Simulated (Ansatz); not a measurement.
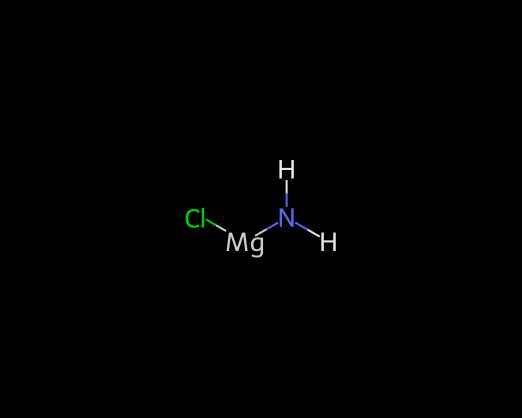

A structural formula.

Transcribe the drawing into SMILES.

Answer. [NH2][Mg][Cl]

What is the molecular formula?

Answer. ClH2MgN.

More results for the same structure follow; atom numbers are the same in all pictures, views and colours differ. Computed geometry: PBE0-D4/def2-TZVP optimisation.

## Geometry

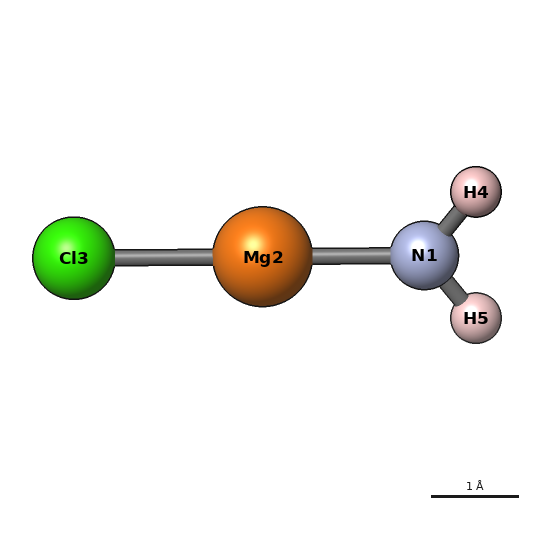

Numbered structure.

What are the angles Mg2–N1–H4, H4–N1–H5, N1–Mg2–Cl3?

| angle | degrees |
| --- | --- |
| Mg2–N1–H4 | 126.3 |
| H4–N1–H5 | 107.3 |
| N1–Mg2–Cl3 | 180.0 |

## Thermal motion

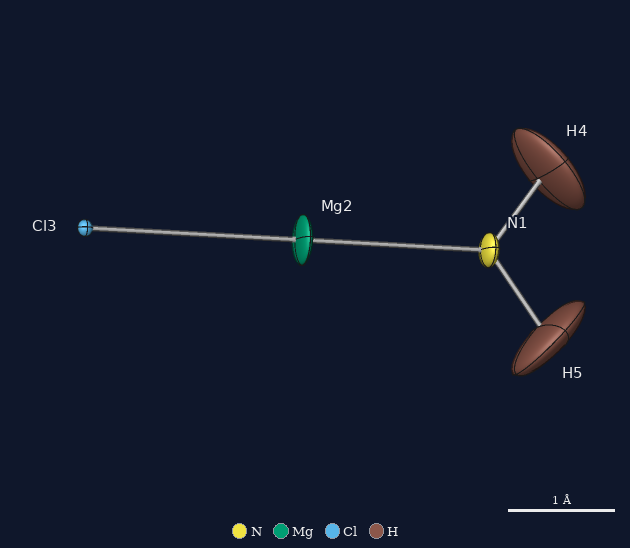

Displacement ellipsoids at the 50 % level, from the internal vibrations of the free molecule (harmonic, no overall translation or rotation; no half-axis is drawn under 0.075 Å). Vibrations computed with RKS PBE0-D4/def2-TZVP (Ansatz 0.2.0). Temperature: 600 K.

List U_eq and the three principal root-mean-square amplitudes for each kind of atom.

```json
{"atom": "N1", "U_eq (Å²)": "0.0100", "rms amplitudes (Å)": "0.055, 0.108, 0.125"}
{"atom": "Mg2", "U_eq (Å²)": "0.0158", "rms amplitudes (Å)": "0.035, 0.148, 0.156"}
{"atom": "Cl3", "U_eq (Å²)": "0.0022", "rms amplitudes (Å)": "0.037, 0.048, 0.053"}
{"atom": "H4, H5", "U_eq (Å²)": "0.0661", "rms amplitudes (Å)": "0.095, 0.302, 0.313"}
```

## Electronic properties

Level of theory: RKS PBE0-D4/def2-QZVPP (Ansatz 0.2.0).

Estimate the HOMO energy (Kohn–Sham orbital).

Answer. −6.70 eV.

Estimate the HOMO–LUMO gap.

Answer. 5.41 eV.

## Vibrations

Harmonic vibrations computed with RKS PBE0-D4/def2-TZVP (Ansatz 0.2.0) at a stationary point of the same level.

List the wavenumbers.

Answer. 9 modes: 120, 130, 287, 400, 541, 762, 1557, 3589, 3670 cm⁻¹.

## Dipole moment

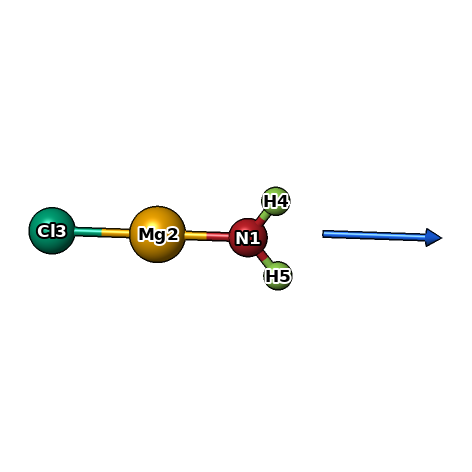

The arrow beside the molecule shows the direction of the dipole moment, from the negative to the positive end (its length means nothing). Method: RKS PBE0-D4/def2-TZVP (Ansatz 0.2.0).

How large is the dipole moment?

Answer. 2.32 D; it points from the side of Cl3 to the side of H4, H5 (the outermost atoms at the two ends).
